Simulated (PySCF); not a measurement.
System: C8H14NP (SMILES C=CC1=C(C)P(NC)CC1).

The calculation's input:

```
{"job": {"kind": "nmr", "xc": "PBE0", "basis": "pcSseg-1"}, "charge": 0, "multiplicity": 1}
C     -3.721005    -0.324664    -0.216303
C     -2.624166     0.427362    -0.179477
C     -1.280633    -0.062224     0.040887
C     -0.209050     0.727386     0.238655
C     -0.179494     2.218207     0.300687
P      1.323629    -0.192828     0.624529
N      2.279393     0.404779    -0.650439
C      3.700549     0.112919    -0.676563
C      0.501782    -1.747212    -0.051369
C     -1.007092    -1.545421     0.087734
H     -3.697071    -1.390802    -0.070110
H     -4.692164     0.109896    -0.381534
H     -2.718472     1.497404    -0.310629
H     -0.830030     2.664348    -0.449685
H     -0.502708     2.564963     1.283218
H      0.839223     2.564993     0.134910
H      1.855968     0.335215    -1.572465
H      4.074088     0.137302     0.346263
H      4.216775     0.880559    -1.257263
H      3.938215    -0.866575    -1.106504
H      0.781063    -1.846879    -1.105547
H      0.843711    -2.640305     0.472706
H     -1.548829    -2.066257    -0.705644
H     -1.355418    -1.942405     1.044967
```

Run with:

```sh
OMP_NUM_THREADS=1 python probes_run.py task.json out
```

Geometry: GFN2-xTB.

Method: PBE0/pcSseg-1, SCF density, gas phase, non-relativistic (PySCF).

Predict the electron density and electron localisation function between the atoms.

Answer. C–C (1.33 Å): the density is about 2.3 e/Å³ at the midpoint; the ELF peaks at about 0.95 between the atoms: a multiple bond.
C–P (1.83 Å): ρ at the midpoint is about 1.2 e/Å³; the ELF peaks at about 0.95 between the atoms: a shared electron pair.
C–C (1.45 Å): ρ at the midpoint is about 1.9 e/Å³; the ELF peaks at about 0.95 between the atoms: a covalent bond.

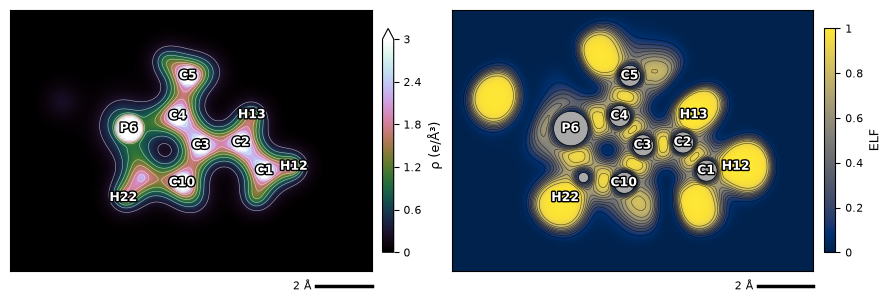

Computed electron density and electron localisation function on the plane of atoms C3, C4 and C5, in this order. Grey discs cover the atomic cores in the ELF map. 
